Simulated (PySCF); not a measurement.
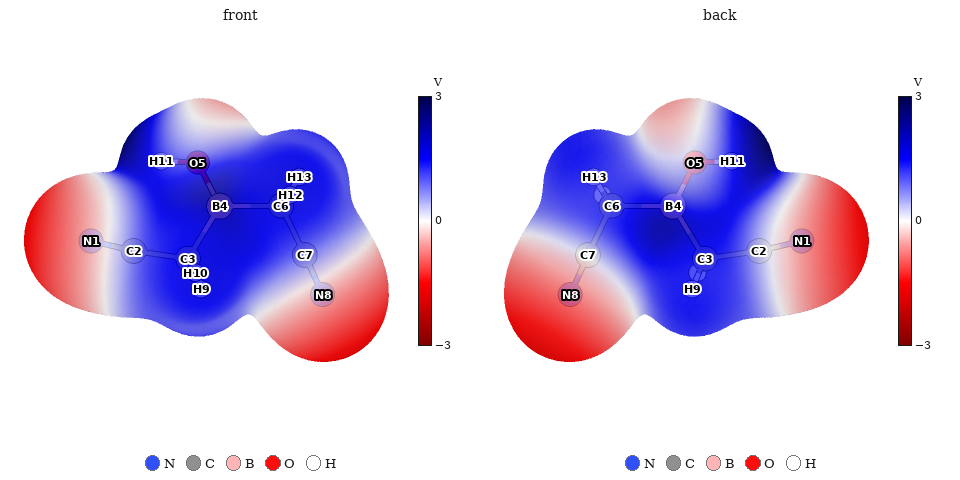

Figure 1: C$_{4}$H$_{5}$BN$_{2}$O. The electrostatic potential painted on the density surface at 0.002 e/bohr³, seen from the front and from behind; the colour scale runs from red (negative) to blue (positive).

Geometry: GFN2-xTB.

These are results of PBE0/pcSseg-1, SCF density, gas phase, non-relativistic in PySCF, not measurements.

```yaml
atoms:
  - { symbol: N, position_ang: [-2.2365, -1.9955, 1.2693] }
  - { symbol: C, position_ang: [-2.1567, -1.3634, 0.3176] }
  - { symbol: C, position_ang: [-2.0094, -0.4769, -0.7982] }
  - { symbol: B, position_ang: [-1.4416, 0.9598, -0.3297] }
  - { symbol: O, position_ang: [-1.1933, 1.2779, 0.9297] }
  - { symbol: C, position_ang: [-1.1393, 2.0811, -1.4391] }
  - { symbol: C, position_ang: [-1.9975, 1.9907, -2.5859] }
  - { symbol: N, position_ang: [-2.6956, 1.8971, -3.4872] }
  - { symbol: H, position_ang: [-2.9796, -0.3542, -1.2880] }
  - { symbol: H, position_ang: [-1.3462, -0.9390, -1.5342] }
  - { symbol: H, position_ang: [-1.3454, 0.6248, 1.6178] }
  - { symbol: H, position_ang: [-0.1068, 1.9746, -1.7862] }
  - { symbol: H, position_ang: [-1.2320, 3.0811, -1.0102] }
```

Describe the electrostatic potential map.

Answer. The most negative region (about −1.7 V) lies over N8, the most positive (about +2.7 V) over H11. N8 is the likeliest acceptor of a hydrogen bond.
